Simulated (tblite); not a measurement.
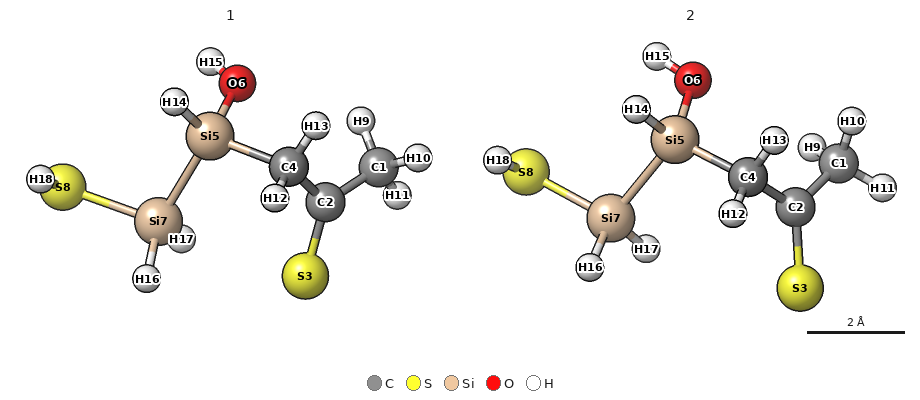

Two geometries of C3H10OS2Si2, drawn at one scale. One is the start of a relaxation, the other its converged end. Style: ball-and-stick. Shown face on.

Theory: GFN2-xTB geometry optimisation, gas phase (tblite 0.8.0). 

Q: Which one is relaxed?

A: Structure 1 is the relaxed one. The atom that moves furthest after the best rigid fit is H10 (0.96 Å). Largest moves by element: H 0.96 Å, S 0.80 Å, C 0.23 Å, Si 0.18 Å, O 0.11 Å. Near-neighbour distances that change, for instance: S3–Si7 4.222 → 3.270 Å, C4–Si5 1.851 → 1.928 Å, C2–C4 1.517 → 1.463 Å, C2–S3 1.687 → 1.638 Å. Bond angles that change, for instance: C4–Si5–O6 112.5° → 101.5°, Si7–Si5–H14 107.9° → 117.8°, S8–Si7–H17 108.4° → 98.6°. Groups turn about C1–C2 by about 30°, C2–C4 by about 25°. After 126 geometry steps the energy has fallen by 44.3 kJ/mol.
